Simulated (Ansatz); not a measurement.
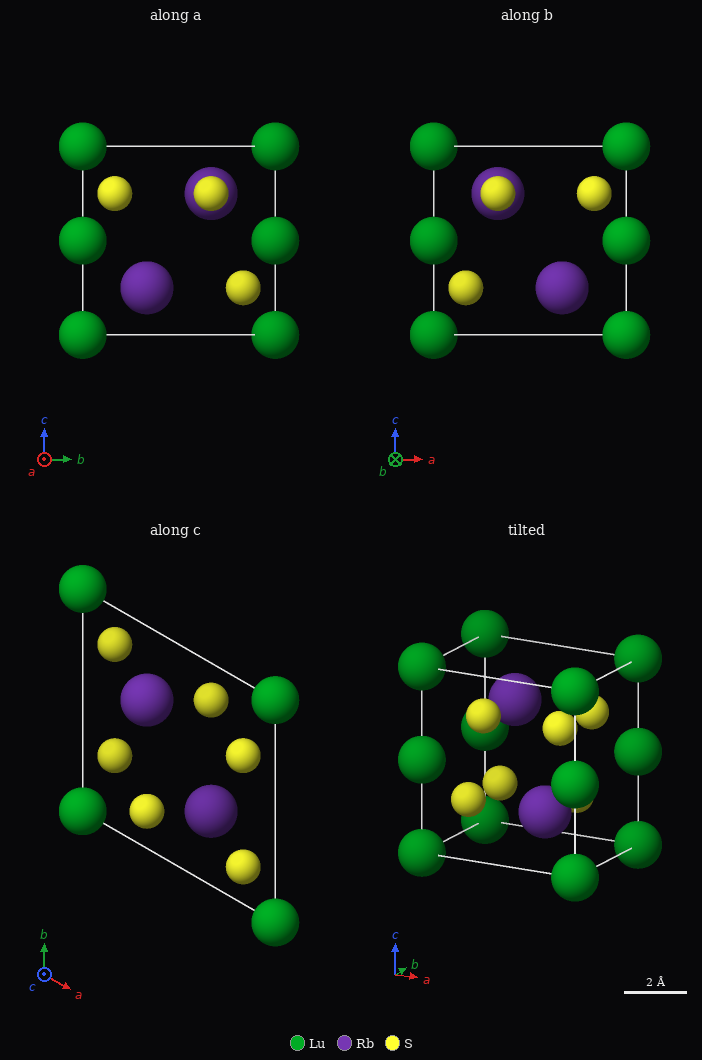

A spheres-only rendering, viewed along the a axis, along the b axis, along the c axis and slightly off an axis. The wireframe shows the conventional unit cell.

Lattice parameters: a = 7.1894 Å, b = 7.1894 Å, c = 6.0947 Å, α = 90.000°, β = 90.000°, γ = 120.000°.

Q: Write down what is shown as a CIF with its space group and independent sites.

A:
```cif
data_structure
_symmetry_space_group_name_H-M 'P 63/m m c'
_symmetry_Int_Tables_number 194
_cell_length_a 7.1894
_cell_length_b 7.1894
_cell_length_c 6.0947
_cell_angle_alpha 90.000
_cell_angle_beta 90.000
_cell_angle_gamma 120.000
_cell_volume 272.82
loop_
_atom_site_label
_atom_site_type_symbol
_atom_site_symmetry_multiplicity
_atom_site_Wyckoff_symbol
_atom_site_fract_x
_atom_site_fract_y
_atom_site_fract_z
_atom_site_occupancy
Lu1 Lu 2 a 0.0000 0.0000 0.0000 1
Rb1 Rb 2 d 0.3333 0.6667 0.7500 1
S1 S 6 h 0.1666 0.3332 0.2500 1
```

The picture shows a generated cell, made by putting these elements into a known structure type (the compound may or may not exist in this form); the geometry isn't optimised. It went into a calculation with Ansatz.
